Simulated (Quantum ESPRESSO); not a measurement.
# FeClO: which magnetic order is lowest, part 2 of 3

Does FeClO prefer parallel or opposed moments?

Quantum ESPRESSO 7.5; LDA with U = 4.5 eV on Fe d (ortho-atomic projectors); plane waves with GBRV 1.5 LDA potentials, no spin-orbit coupling.

So far, absolute magnetization (μB): step 2 (start 1: ferro ++) 10.0.

### Step 3. Run 2 (antiferro +−)

The input, pw.in:

```
&CONTROL
  calculation = 'scf'
  prefix = 'pwscf'
  outdir = './tmp'
  pseudo_dir = './pseudo'
  disk_io = 'nowf'
/
&SYSTEM
  ibrav = 0
  celldm(1) = 8
  nat = 6
  ntyp = 4
  ecutwfc = 40
  ecutrho = 280
  nbnd = 39
  occupations = 'smearing'
  smearing = 'fd'
  degauss = 0.00367493
  nspin = 2
  starting_magnetization(1) = 0.25
  starting_magnetization(2) = -0.25
  starting_magnetization(3) = 0
  starting_magnetization(4) = 0
/
&ELECTRONS
  conv_thr = 1.2d-08
  electron_maxstep = 150
  mixing_beta = 0.3
/
ATOMIC_SPECIES
Fe1    55.8450 fe_lda_v1.5.uspp.F.UPF
Fe2    55.8450 fe_lda_v1.5.uspp.F.UPF
Cl     35.4500 cl_lda_v1.4.uspp.F.UPF
O      15.9990 o_lda_v1.2.uspp.F.UPF
CELL_PARAMETERS alat
   0.7799844579393    0.0000000000000    0.0000000000000
   0.0000000000000    0.8928955938857    0.0000000000000
   0.0000000000000    0.0000000000000    1.8701202160828
ATOMIC_POSITIONS crystal
Fe1     0.5000000000    0.0000000000    0.1156800000
Fe2     0.0000000000    0.5000000000    0.8843200000
Cl      0.0000000000    0.0000000000    0.3300300000
Cl      0.5000000000    0.5000000000    0.6699700000
O       0.0000000000    0.0000000000    0.9516800000
O       0.5000000000    0.5000000000    0.0483200000
K_POINTS automatic
6 6 6 0 0 0
HUBBARD {ortho-atomic}
U Fe1-3d 4.5000
U Fe2-3d 4.5000
```

Command:

```sh
OMP_NUM_THREADS=1 mpirun -n 4 pw.x -nk 4 -in pw.in > pw.out
```

Log:

```text
[banner, memory and clock lines left out]
Program PWSCF v.7.5 starts

     Message from routine setup:
     using ibrav=0 with symmetry is DISCOURAGED, use correct ibrav instead

     bravais-lattice index     =            0
     lattice parameter (alat)  =       8.0000  a.u.
     unit-cell volume          =     666.8469 (a.u.)^3
     number of atoms/cell      =            6
     number of atomic types    =            4
     number of electrons       =        58.00
     number of Kohn-Sham states=           39
     kinetic-energy cutoff     =      40.0000  Ry
     charge density cutoff     =     280.0000  Ry
     scf convergence threshold =      1.2E-08
     mixing beta               =       0.3000
     number of iterations used =            8  plain     mixing
     Exchange-correlation= SLA  PZ   NOGX NOGC
                           (   1   1   0   0   0   0   0)
     Hubbard projectors: ortho-atomic
     Hubbard parameters of DFT+U (Dudarev formulation) in eV:
     U(Fe1-3d) =  4.5000
     U(Fe2-3d) =  4.5000

     Internal variables: lda_plus_u =T, lda_plus_u_kind = 0

     Internal variables: orbital_resolved =F, hub_pot_fix =F, apply_U = F

     celldm(1)=   8.000000  celldm(2)=   0.000000  celldm(3)=   0.000000
     celldm(4)=   0.000000  celldm(5)=   0.000000  celldm(6)=   0.000000

     crystal axes: (cart. coord. in units of alat)
               a(1) = (   0.779984   0.000000   0.000000 )
               a(2) = (   0.000000   0.892896   0.000000 )
               a(3) = (   0.000000   0.000000   1.870120 )

     reciprocal axes: (cart. coord. in units 2 pi/alat)
               b(1) = (  1.282077  0.000000  0.000000 )
               b(2) = (  0.000000  1.119952  0.000000 )
               b(3) = (  0.000000  0.000000  0.534725 )

     PseudoPot. # 1 for Fe read from file:
     fe_lda_v1.5.uspp.F.UPF
     Pseudo is Ultrasoft + core correction, Zval = 16.0

     PseudoPot. # 2 for Fe read from file:
     fe_lda_v1.5.uspp.F.UPF
     Pseudo is Ultrasoft + core correction, Zval = 16.0

     PseudoPot. # 3 for Cl read from file:
     cl_lda_v1.4.uspp.F.UPF
     Pseudo is Ultrasoft + core correction, Zval =  7.0

     PseudoPot. # 4 for O  read from file:
     o_lda_v1.2.uspp.F.UPF
     Pseudo is Ultrasoft + core correction, Zval =  6.0

     atomic species   valence    mass     pseudopotential
     Fe1              16.00    55.84500     Fe( 1.00)
     Fe2              16.00    55.84500     Fe( 1.00)
     Cl                7.00    35.45000     Cl( 1.00)
     O                 6.00    15.99900     O ( 1.00)

     Starting magnetic structure
     atomic species   magnetization
     Fe1             0.250
     Fe2            -0.250
     Cl              0.000
     O               0.000

      4 Sym. Ops. (no inversion) found

   Cartesian axes

     site n.     atom                  positions (alat units)
         1        Fe1    tau(   1) = (   0.3899922   0.0000000   0.2163355  )
         2        Fe2    tau(   2) = (   0.0000000   0.4464478   1.6537847  )
         3        Cl     tau(   3) = (   0.0000000   0.0000000   0.6171958  )
         4        Cl     tau(   4) = (   0.3899922   0.4464478   1.2529244  )
         5        O      tau(   5) = (   0.0000000   0.0000000   1.7797560  )
         6        O      tau(   6) = (   0.3899922   0.4464478   0.0903642  )

     number of k points=    64  Fermi-Dirac smearing, width (Ry)=  0.0037
                       cart. coord. in units 2pi/alat
        k(    1) = (   0.0000000   0.0000000   0.0000000), wk =   0.0046296
        k(    2) = (   0.0000000   0.0000000   0.0891208), wk =   0.0092593
        k(    3) = (   0.0000000   0.0000000   0.1782417), wk =   0.0092593
        k(    4) = (   0.0000000   0.0000000  -0.2673625), wk =   0.0046296
        k(    5) = (   0.0000000   0.1866586   0.0000000), wk =   0.0092593
        [... 59 further k-points ...]

     Dense  grid:    52785 G-vectors     FFT dimensions: (  36,  40,  80)

     Smooth grid:    22817 G-vectors     FFT dimensions: (  25,  30,  64)

     Check: negative core charge=   -0.000025
     Generating pointlists ...
     new r_m :   0.1914 (alat units)  1.5308 (a.u.) for type    1
     new r_m :   0.1914 (alat units)  1.5308 (a.u.) for type    2
     new r_m :   0.2307 (alat units)  1.8456 (a.u.) for type    3
     new r_m :   0.1914 (alat units)  1.5308 (a.u.) for type    4

     Initial potential from superposition of free atoms

     starting charge      56.0000, renormalised to      58.0000

     negative rho (up, down):  1.494E-02 1.494E-02

     STARTING HUBBARD OCCUPATIONS:

     =================== HUBBARD OCCUPATIONS ===================
     ------------------------ ATOM    1 ------------------------
     Tr[ns(  1)] (up, down, total) =   5.00000  0.00000  5.00000
     Atomic magnetic moment for atom   1 =   5.00000
     [... lines left out ...]
     ------------------------ ATOM    2 ------------------------
     Tr[ns(  2)] (up, down, total) =   0.00000  5.00000  5.00000
     Atomic magnetic moment for atom   2 =  -5.00000
     [... lines left out ...]
     Number of occupied Hubbard levels =   10.0000

     Atomic wfc used for Hubbard projectors are orthogonalized

     Starting wfcs are   42 randomized atomic wfcs

     Self-consistent Calculation

     iteration #  1     ecut=    40.00 Ry     beta= 0.30
     Davidson diagonalization with overlap
     ethr =  1.00E-02,  avg # of iterations =  5.0

     =================== HUBBARD OCCUPATIONS ===================
     ------------------------ ATOM    1 ------------------------
     Tr[ns(  1)] (up, down, total) =   4.94429  0.34507  5.28936
     Atomic magnetic moment for atom   1 =   4.59922
     [... lines left out ...]
     ------------------------ ATOM    2 ------------------------
     Tr[ns(  2)] (up, down, total) =   0.34509  4.94420  5.28929
     Atomic magnetic moment for atom   2 =  -4.59912
     [... lines left out ...]
     Number of occupied Hubbard levels =   10.5787

     negative rho (up, down):  1.461E-02 1.461E-02

     total energy              =    -631.28608581 Ry
     estimated scf accuracy    <       1.55629308 Ry

     total magnetization       =     0.00 Bohr mag/cell
     absolute magnetization    =     9.62 Bohr mag/cell

     iteration #  2     ecut=    40.00 Ry     beta= 0.30
     Davidson diagonalization with overlap
     ethr =  2.68E-03,  avg # of iterations =  2.1

     negative rho (up, down):  1.438E-02 1.438E-02

     total energy              =    -631.58046493 Ry
     estimated scf accuracy    <       0.18381117 Ry

     total magnetization       =     0.00 Bohr mag/cell
     absolute magnetization    =     8.88 Bohr mag/cell

     [... further iterations left out ...]

     iteration # 12     ecut=    40.00 Ry     beta= 0.30
     Davidson diagonalization with overlap
     ethr =  2.37E-10,  avg # of iterations =  2.9

     negative rho (up, down):  1.386E-02 1.386E-02

     total energy              =    -631.61554428 Ry
     estimated scf accuracy    <       0.00000007 Ry

     total magnetization       =     0.00 Bohr mag/cell
     absolute magnetization    =     9.13 Bohr mag/cell

     iteration # 13     ecut=    40.00 Ry     beta= 0.30
     Davidson diagonalization with overlap
     ethr =  1.25E-10,  avg # of iterations =  2.0

     negative rho (up, down):  1.386E-02 1.386E-02

     Magnetic moment per site  (integrated on atomic sphere of radius R)
     atom   1 (R=0.191)  charge= 12.9080  magn=  3.8578
     atom   2 (R=0.191)  charge= 12.9080  magn= -3.8578
     atom   3 (R=0.231)  charge=  5.1283  magn=  0.1794
     atom   4 (R=0.231)  charge=  5.1283  magn= -0.1794
     atom   5 (R=0.191)  charge=  5.4074  magn= -0.0142
     atom   6 (R=0.191)  charge=  5.4074  magn=  0.0142

     End of self-consistent calculation

     =================== HUBBARD OCCUPATIONS ===================
     ------------------------ ATOM    1 ------------------------
     Tr[ns(  1)] (up, down, total) =   4.97374  0.77575  5.74949
     Atomic magnetic moment for atom   1 =   4.19799
     [... lines left out ...]
     ------------------------ ATOM    2 ------------------------
     Tr[ns(  2)] (up, down, total) =   0.77575  4.97374  5.74949
     Atomic magnetic moment for atom   2 =  -4.19800
     [... lines left out ...]
     Number of occupied Hubbard levels =   11.4990

     Number of k-points >= 100: set verbosity='high' to print the bands.

     the Fermi energy is     6.1413 ev

!    total energy              =    -631.61554430 Ry
     estimated scf accuracy    <          5.7E-09 Ry
     smearing contrib. (-TS)   =      -0.00000003 Ry
     internal energy E=F+TS    =    -631.61554427 Ry

     The total energy is F=E-TS. E is the sum of the following terms:
     one-electron contribution =    -660.35493618 Ry
     hartree contribution      =     347.70267767 Ry
     xc contribution           =     -90.69478339 Ry
     ewald contribution        =    -228.48034391 Ry
     Hubbard energy            =       0.21184154 Ry

     total magnetization       =    -0.00 Bohr mag/cell
     absolute magnetization    =     9.13 Bohr mag/cell

     convergence has been achieved in  13 iterations
```

It took 40 s on 4 MPI ranks of AMD EPYC 9R14 (Zen 4), shared host; peak memory 0.86 GiB.

Spin moment in the atom's sphere by atom:

```tsv
atom	spin moment in the atom's sphere (μB)
Fe1	3.86
Fe2	-3.86
Cl3	0.18
Cl4	-0.18
O5	-0.01
O6	0.01
```

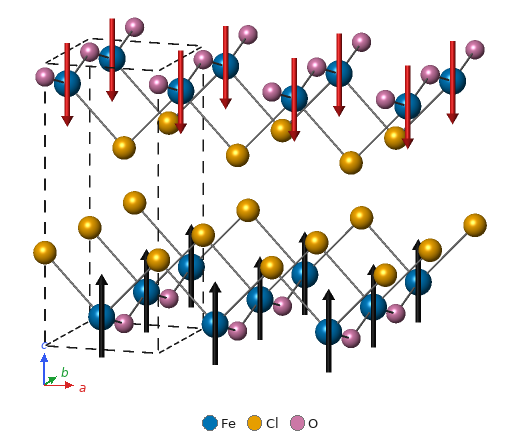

Spin moment in the atom's sphere as arrows, the longest 3.86 μB. Up and down stand for the sign. Arrows give size and sign along the axis of quantisation, drawn up and down the page. The two directions have two colours. 3×2×1 cells are drawn. Some periodic images of atoms are drawn too.

This step gave:

| Quantity | Value |
| --- | --- |
| smearing term TS | 3.91e-7 eV |
| magnetization | 0 μB |
| absolute magnetization | 9.132 μB |
| final state | antiferromagnetic |

### Step 4. Energies of the orders

An order is kept where moments of 0.15 μB or more survive with the typed signs; meshes match where a doubled cell samples the same k points as the first cell.

Orders:

```tsv
start	final state	typed order kept	energy over the lowest (meV a seeded atom)	largest site moment (μB)	net moment (μB a cell of the first run)	mesh matched	CPU time (s)
ferro ++	ferromagnetic	yes	46.16	3.887	10	yes	168.9
antiferro +-	antiferromagnetic	yes	0	3.858	0	yes	157.8
```

### Step 5. The lowest state again, with its states saved

Changes to pw.in since step 3:

```diff
@@ -5,3 +5,3 @@
   pseudo_dir = './pseudo'
-  disk_io = 'nowf'
+  disk_io = 'low'
 /
@@ -14,3 +14,3 @@
   ecutrho = 280
-  nbnd = 39
+  nbnd = 43
   occupations = 'smearing'
```

Log:

```text
     [... lines left out ...]
Program PWSCF v.7.5 starts
     [... lines left out ...]
     number of atoms/cell      =            6
     [... lines left out ...]
     number of electrons       =        58.00
     number of Kohn-Sham states=           43
     kinetic-energy cutoff     =      40.0000  Ry
     charge density cutoff     =     280.0000  Ry
     scf convergence threshold =      1.2E-08
     [... lines left out ...]
      4 Sym. Ops. (no inversion) found
     [... lines left out ...]
     number of k points=    64  Fermi-Dirac smearing, width (Ry)=  0.0037
     [... lines left out ...]
     iteration # 13     ecut=    40.00 Ry     beta= 0.30
     [... lines left out ...]
     Magnetic moment per site  (integrated on atomic sphere of radius R)
     atom   1 (R=0.191)  charge= 12.9080  magn=  3.8578
     atom   2 (R=0.191)  charge= 12.9080  magn= -3.8578
     atom   3 (R=0.231)  charge=  5.1283  magn=  0.1794
     atom   4 (R=0.231)  charge=  5.1283  magn= -0.1794
     atom   5 (R=0.191)  charge=  5.4073  magn= -0.0141
     atom   6 (R=0.191)  charge=  5.4073  magn=  0.0141
     [... lines left out ...]
     Tr[ns(  1)] (up, down, total) =   4.97374  0.77577  5.74951
     [... lines left out ...]
     Tr[ns(  2)] (up, down, total) =   0.77577  4.97374  5.74951
     [... lines left out ...]
     the Fermi energy is     6.1413 ev
!    total energy              =    -631.61554430 Ry
     estimated scf accuracy    <          7.7E-09 Ry
     smearing contrib. (-TS)   =      -0.00000003 Ry
     [... lines left out ...]
     total magnetization       =    -0.00 Bohr mag/cell
     absolute magnetization    =     9.13 Bohr mag/cell
     convergence has been achieved in  13 iterations
```

Elapsed: 43 s, on 4 MPI ranks; peak memory 0.77 GiB; 2.8 min of CPU time.

Numbers from this step:

```
smearing term TS       : 3.92e-7 eV
magnetization          : 0 μB
absolute magnetization : 9.132 μB
final state            : antiferromagnetic
largest moment         : 3.858 μB
```

(Part 2 of 3 ends here.)

[Logs and program files are shortened in this print: banners, set-up blocks, solver, clock and traceback lines can be left out without a mark of their own.]

[Logs are printed without paths, hosts, clocks, repeated set-up lines and the standing remarks that a program may print on its own settings, such as how far it seeks lower states.]

[Hosts, paths, dates, database ids (printed as entryN), source tags and the programs' standing remarks are cut or masked in the printed files.]

[Where a cell is said to come from a database of computed structures, the database is the Materials Project.]
